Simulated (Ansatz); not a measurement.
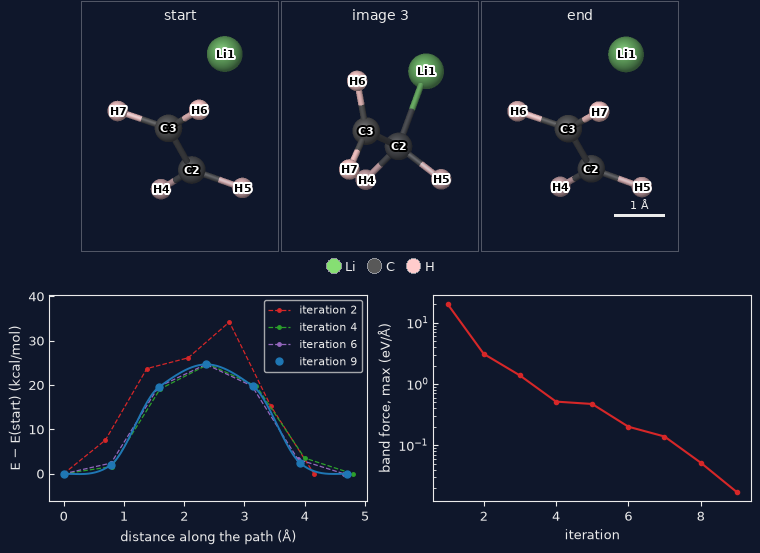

A search for the minimum-energy path of C2H4Li (multiplicity 2), made up of Li and C2H4 by the nudged elastic band. Images are numbered from 0 (start) to 6 (end). The plot follows the band through its iterations. A ball-and-stick model, seen from a free direction.

Theory: UKS PBE0-D4/def2-SVP (Ansatz 0.2.0).

Input
```yaml
crystal:
  periodic: [false, false, false]
  atoms:
    - { symbol: Li, position_ang: [-2.325852, -0.099601, 0.693009] }
    - { symbol: C, position_ang: [0.118988, -0.078744, -0.719662] }
    - { symbol: C, position_ang: [0.646911, 0.111795, 0.493334] }
    - { symbol: H, position_ang: [-0.02074, -1.082311, -1.135223] }
    - { symbol: H, position_ang: [-0.166689, 0.761414, -1.361437] }
    - { symbol: H, position_ang: [0.800719, 1.115609, 0.901911] }
    - { symbol: H, position_ang: [0.946663, -0.728151, 1.128058] }
magnetization:
  spin_polarized: true
  initial_magnetization: 1
basis:
  gaussian: { orbitals: def2-SVP }
hamiltonian:
  xc: pbe0
  dispersion: d4
neb:
  order_check: false
  images: 5
  f_tol: 0.05
  max_iterations: 60
  final_atoms:
    - { symbol: Li, position_ang: [-2.34914126, -0.10679821, 0.64928273] }
    - { symbol: C, position_ang: [0.10890925, -0.07786768, -0.70575081] }
    - { symbol: C, position_ang: [0.66224314, 0.11334002, 0.49596794] }
    - { symbol: H, position_ang: [-0.03837388, -1.08147237, -1.1191785] }
    - { symbol: H, position_ang: [-0.18462423, 0.76171238, -1.34511152] }
    - { symbol: H, position_ang: [0.97362419, -0.72618394, 1.12537208] }
    - { symbol: H, position_ang: [0.82736279, 1.11728081, 0.89940809] }
  initial_path:
    images:
      - { positions_ang: [[-2.325852, -0.099601, 0.693009], [0.118988, -0.078744, -0.719662], [0.646911, 0.111795, 0.493334], [-0.02074, -1.082311, -1.135223], [-0.166689, 0.761414, -1.361437], [0.800719, 1.115609, 0.901911], [0.946663, -0.728151, 1.128058]] }
      - { positions_ang: [[-2.24198464, 0.03303118, 0.53053131], [0.03958645, -0.10196961, -0.66301344], [0.65498912, 0.10646682, 0.50972348], [-0.12373557, -1.11239149, -1.03305293], [-0.15556181, 0.69734549, -1.36077068], [0.61657108, 0.88091102, 1.09500179], [1.21013537, -0.5033824, 0.92157047]] }
      - { positions_ang: [[-2.15811728, 0.16566336, 0.36805363], [-0.03981509, -0.12519523, -0.60636487], [0.66306724, 0.10113863, 0.52611296], [-0.22673114, -1.14247197, -0.93088287], [-0.14443462, 0.63327697, -1.36010437], [0.43242316, 0.64621303, 1.28809257], [1.47360774, -0.2786138, 0.71508294]] }
      - { positions_ang: [[-2.07424993, 0.29829555, 0.20557594], [-0.11921664, -0.14842084, -0.54971631], [0.67114536, 0.09581045, 0.54250245], [-0.32972672, -1.17255246, -0.8287128], [-0.13330742, 0.56920846, -1.35943805], [0.24827524, 0.41151505, 1.48118336], [1.7370801, -0.0538452, 0.50859541]] }
      - { positions_ang: [[-2.16588037, 0.16326429, 0.3534782], [-0.04317467, -0.12490312, -0.60172781], [0.66817796, 0.10165364, 0.52699094], [-0.23260911, -1.14219243, -0.9255347], [-0.15041303, 0.63337643, -1.35466254], [0.49005822, 0.03228205, 1.3625796], [1.433841, 0.33653014, 0.63886631]] }
      - { positions_ang: [[-2.25751082, 0.02823304, 0.50138047], [0.03286729, -0.1013854, -0.65373931], [0.66521055, 0.10749683, 0.51147944], [-0.13549149, -1.1118324, -1.0223566], [-0.16751863, 0.6975444, -1.34988703], [0.73184121, -0.34695095, 1.24397584], [1.1306019, 0.72690547, 0.7691372]] }
      - { positions_ang: [[-2.34914126, -0.10679821, 0.64928273], [0.10890925, -0.07786768, -0.70575081], [0.66224314, 0.11334002, 0.49596794], [-0.03837388, -1.08147237, -1.1191785], [-0.18462423, 0.76171238, -1.34511152], [0.97362419, -0.72618394, 1.12537208], [0.82736279, 1.11728081, 0.89940809]] }
```

Command:
```bash
ansatz run input.yaml --threads 1 --pin off --max-ram 2048MiB --backend cpu --events-out ev --progress --plain --runs-dir out
```

Question: How did the profile develop, and is the result final?

Answer: The result is final at these settings. The band converged in 9 iterations. The largest component of the band force went from 20 to 0.017 eV/Å. The climbing image converged on the top of the path. Its vibrational analysis gives one imaginary mode (469i cm⁻¹), as a transition state must have. The first iteration put the highest image at 147.1 kcal/mol. The two ends have the same energy, and the highest point, image 3, lies 24.7 kcal/mol above the start.

Limits of the set-up: the start holds two separate molecules, 2.8 Å apart at their closest, whose relative position is a soft coordinate.

The run took about 110 core-seconds on a shared host.
